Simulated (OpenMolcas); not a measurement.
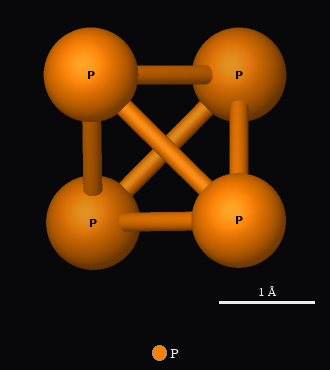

*The structure as given in the input (ball-and-stick view, seen at a tilt).*

Bond lengths as drawn: P–P 2.18 Å.

Single-point calculation, with input and output: P$_{4}$ (charge +1) (part 1 of 2)

- system: P$_{4}$, charge +1, multiplicity 2
- method: B3LYP/def2-SVPD, UKS (OpenMolcas 26.06)

The geometry is that of the parent species in another charge or spin state. The geometry comes from this level: PBE0-D4/def2-TZVP.

## Input
```
>>> EXPORT MOLCAS_PRINT=2

&GATEWAY
  BASLIB = $CurrDir
  COORD
  4
  bohr
  P     -1.36967350    -0.18897261     2.11535942
  P      2.44700636     0.20749193     0.59658654
  P     -0.34959933    -2.06301401    -1.41691665
  P     -0.72773353     2.04449469    -1.29484034
  BASIS = def2-SVPD
  GROUP = NoSym

&SEWARD
  GRIDINPUT
  Grid=UltraFine
  End of Grid

&SCF
  UHF
  CHARGE = 1
  SPIN = 2
  KSDFT = B3LYP
  THRESHOLDS = 1e-10 1e-07 1e-07 1e-05
  PRORBITALS = 1 1
```

Hardware: 1 thread of Arm Neoverse V2, 24 GiB of memory available, shared host.

Command:
```bash
export MOLCAS_MEM=1860
pymolcas job.inp > job.log
```

## Log
```
--- Start Module: gateway ---

                                              &GATEWAY

                       available to each process: 1.9 GB of memory, 1 thread

 Basis Set     1 Label: P.DEF2-SVPD
 Basis set is read from library:.
 basistype.tbl is not found

++    Symmetry information:
      ---------------------

                    Character Table for C1

                             E
                    a        1  x, y, xy, Rz, z, xz, Ry, yz, Rx, I
--

++    Basis set information:
      ----------------------

      Basis set label: P.DEF2-SVPD.........

      Electronic valence basis set:
      ------------------
      Associated Effective Charge  15.000000 au
      Associated Actual Charge     15.000000 au
      Nuclear Model: Point charge

      Shell  nPrim  nBasis  Cartesian Spherical Contaminant
         s      11       5        X
         p       7       3        X
         d       2       2                 X
--

++    Molecular structure info:
      -------------------------

                    ************************************************
                    **** Cartesian Coordinates / bohr, angstrom ****
                    ************************************************

     Center  Label                x              y              z                     x              y              z
        1      P1              -1.369673      -0.188973       2.115359             -0.724800      -0.100000       1.119400
        2      P2               2.447006       0.207492       0.596587              1.294900       0.109800       0.315700
        3      P3              -0.349599      -2.063014      -1.416917             -0.185000      -1.091700      -0.749800
        4      P4              -0.727734       2.044495      -1.294840             -0.385100       1.081900      -0.685200

                    ***************************************
                    *    InterNuclear Distances / bohr    *
                    ***************************************

               1 P1            2 P2            3 P3            4 P4
    1 P1       0.000000
    2 P2       4.126851        0.000000
    3 P3       4.126688        4.126790        0.000000
    4 P4       4.126733        4.126869        4.126683        0.000000

                    *******************************************
                    *    InterNuclear Distances / angstrom    *
                    *******************************************

               1 P1            2 P2            3 P3            4 P4
    1 P1       0.000000
    2 P2       2.183836        0.000000
    3 P3       2.183749        2.183803        0.000000
    4 P4       2.183773        2.183845        2.183747        0.000000
--

            Nuclear Potential Energy            327.13242442 au

--- Stop Module: gateway /rc=_RC_ALL_IS_WELL_ ---

--- Start Module: seward ---

                                              &SEWARD

                       available to each process: 1.9 GB of memory, 1 thread

               SEWARD will generate:
                  Multipole Moment integrals up to order  2
                  Kinetic Energy integrals
                  Nuclear Attraction integrals (point charge)
                  One-Electron Hamiltonian integrals
                  Velocity integrals
                  Orbital angular momentum around ( -0.0000   0.0000   0.0000 )
                  Velocity quadrupole around ( -0.0000   0.0000   0.0000 )
                  Two-Electron Repulsion integrals

                   Integrals are discarded if absolute value <: 1.00E-14
                   Integral cutoff threshold is set to       <: 1.00E-16

            Nuclear Potential Energy            327.13242442 au

      Basis set specifications :
      Symmetry species         a
      Basis functions           96

--- Stop Module: seward /rc=_RC_ALL_IS_WELL_ ---
--- Module seward spent 2 seconds ---

--- Start Module: scf ---

                                                &SCF

                       available to each process: 1.9 GB of memory, 1 thread

++    Input section:
      --------------

      Header of the integral files:

      Cartesian coordinates in angstrom:
      -----------------------------------------------------
      No.  Label        X            Y            Z
      -----------------------------------------------------
       1   P1        -0.72480000  -0.10000000   1.11940000
       2   P2         1.29490000   0.10980000   0.31570000
       3   P3        -0.18500000  -1.09170000  -0.74980000
       4   P4        -0.38510000   1.08190000  -0.68520000
      -----------------------------------------------------
      Nuclear repulsion energy =  327.13242442
--

++    Orbital specifications:
      -----------------------

      Symmetry species               1
                                     a
      Frozen orbitals                0
      Start temperature = 0.500
      End temperature   = 0.010
      Temperature Factor= 0.460
      Deleted orbitals               0
      Total number of orbitals      96
      Number of basis functions     96
--

      Molecular charge                           1.000

      Numerical integration parameters
      --------------------------------
      Radial quadrature type:                         MHL
      Size of radial grid:                            99
      Lebedev angular grid:                           41
      Angular grid pruned with the crowding factor:  1.00E+10
                                 and fading factor:  1.00E+01
      Screening threshold for integral computation:   1.00E-11
      Radial quadrature accuracy:                     1.00E-25
      Maximum batch size:                             128
      AO values are stored on disk
      The same grid will be used for all iterations.

      DFT functional specifications
      -----------------------------
      Using Libxc version: 6.2.2
      Please cite the following reference:
      S. Lehtola, C. Steigemann, M. J.T. Oliveira, and M. A.L. Marques.,  SoftwareX 7, 1–5 (2018) doi:10.1016/j.softx.2017.11.002

      * B3LYP

++    Optimization specifications:
      ----------------------------

      SCF Algorithm: Conventional USCF
      D(i)-D(i-1) density differences are used
      Number of density matrices in core                 5
      Maximum number of NDDO SCF iterations            400
      Maximum number of HF SCF iterations              400
      Threshold for SCF energy change             1.00E-10
      Threshold for density matrix                1.00E-07
      Threshold for Fock matrix                   1.00E-07
      Threshold for linear dependence             1.00E-09
      Threshold at which DIIS is turned on        1.50E-01
      Maximum depth in the DIIS procedure                5
      Maximum depth in the BFGS Hessian update          30
      Threshold at which QNR/C2DIIS is turned on  7.50E-02
      Threshold for Norm(delta) (QNR/C2DIIS)      1.00E-05
      All orbitals punched on: UHFORB
--

      Input vectors read from INPORB
      Orbital file label: *Guess orbitals

++ Convergence information
                               UHF B3LYP      iterations: Energy and convergence statistics

Iter     Tot. B3LYP      One-elec.       Two-elec.     Energy      Max Dij or  Max Fij      DNorm      TNorm      AccCon     Time
         Energy          Energy          Energy        Change      Delta Norm                                                in Sec.

 The total and one-electron energies are shifted by a value of      1000. a.u.

   1  -361.562942168 -1586.800357521   898.104990933   0.00E+00    3.13E-01*   1.64E+00*    1.19E+01   2.70E+02   None         2.
   2  -360.992303356 -1583.502564968   895.377837193   5.71E-01*   3.13E-01*   1.62E-13     2.57E+01   2.70E+02   EDIIS        1.
   3  -363.508366061 -1605.978741973   915.337951493  -2.52E+00*   3.27E-01*   1.34E-01*    5.57E+00   2.73E+02   EDIIS        1.
   4  -364.152686187 -1587.352357972   896.067247366  -6.44E-01*   4.60E-01*   2.08E-01*    5.16E+00   2.69E+02   EDIIS        1.
   5  -364.218360769 -1613.459804932   922.109019744  -6.57E-02*   8.64E-02*   9.38E-02*    3.89E+00   2.74E+02   EDIIS        1.
   6  -364.713027058 -1598.055296185   906.209844708  -4.95E-01*   9.48E-02*   3.66E-02*    1.24E+00   2.71E+02   EDIIS        1.
   7  -364.716968585 -1602.471533117   910.622140113  -3.94E-03*   2.23E-02*   2.07E-02*    7.62E-01   2.72E+02   EDIIS        1.
   8  -364.730105483 -1599.607128806   907.744598903  -1.31E-02*   2.09E-02*   7.51E-03*    1.84E-01   2.72E+02   EDIIS        1.
   9  -364.730005260 -1600.666063687   908.803634007   1.00E-04*   2.04E-03*   3.81E-03*    1.68E-01   2.72E+02   EDIIS        1.
  10  -364.731372909 -1600.134527542   908.270730213  -1.37E-03*   9.52E-03*   2.42E-03*    2.13E-01   2.72E+02   EDIIS        1.
  11  -364.743172497 -1600.112832486   908.237235570  -1.18E-02*   2.59E-02*   6.87E-03*    7.08E-01   2.72E+02   EDIIS        1.
  12  -364.743766053 -1600.173819592   908.297629120  -5.94E-04*   2.85E-02*   3.41E-03*    1.97E-01   2.72E+02   EDIIS        1.

       Fermi aufbau procedure completed!
      nOcc(alpha)=   30
      nOcc(beta) =   29
```
